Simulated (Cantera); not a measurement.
A closed system holds: 1 mol Cu₂O, 19 mol H₂, held at 0.0140 bar.

Cantera equilibrium calculation (NASA polynomials, part measured and part estimated; ideal gas, pure solids and liquids). Candidate condensed phases: Cu, CuO, Cu(OH)₂, Cu₂O, H₂O; 12 gas species. Rates play no part.

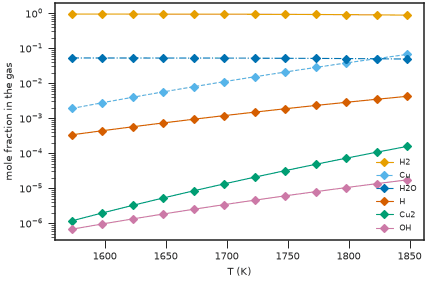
Fig. 1. Equilibrium gas composition (values under 1e-9 drawn at 1e-9)

### Question
Read off the mole fractions at 1748 K.

### Answer
H₂ about 0.93, H₂O about 0.051, Cu about 0.021, H about 0.0019, Cu₂ about 3.2e-5, OH about 6.0e-6.
